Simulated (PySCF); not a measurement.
Ge(OMe)(SH), CH₄GeOS, SMILES C[O][Ge][SH], singlet at its PBE0/def2-SVP optimised geometry (Å):

```
8

Ge    -0.0441    -0.8805     0.0000
O     -0.1571     0.9046     0.0000
C     -1.3823     1.5820     0.0010
H     -1.4588     2.2262     0.8937
H     -1.4570     2.2314    -0.8880
H     -2.2579     0.9031    -0.0019
S      2.1999    -0.8805     0.0000
H      2.2579    -2.2314     0.0007
```

Computed with PBE0/def2-TZVP run with PySCF. Cells within 0.4 Å of a nucleus heavier than hydrogen are left out (blank, or x).

Map of the log10 of the electron density (e/bohr³), floored at −4 on the plane z = 0.0 Å:

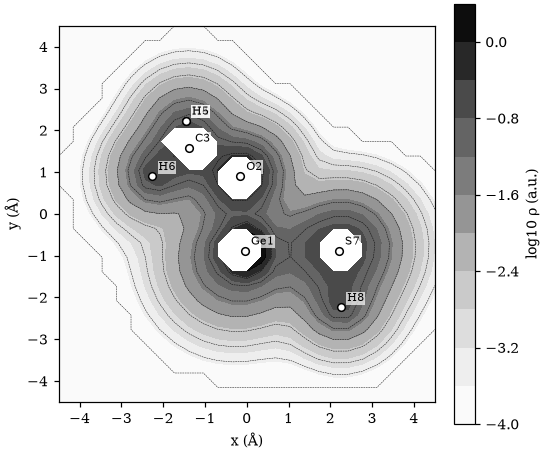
Figure. Log10 of the electron density (e/bohr³), floored at −4 on the plane z = 0.0 Å.
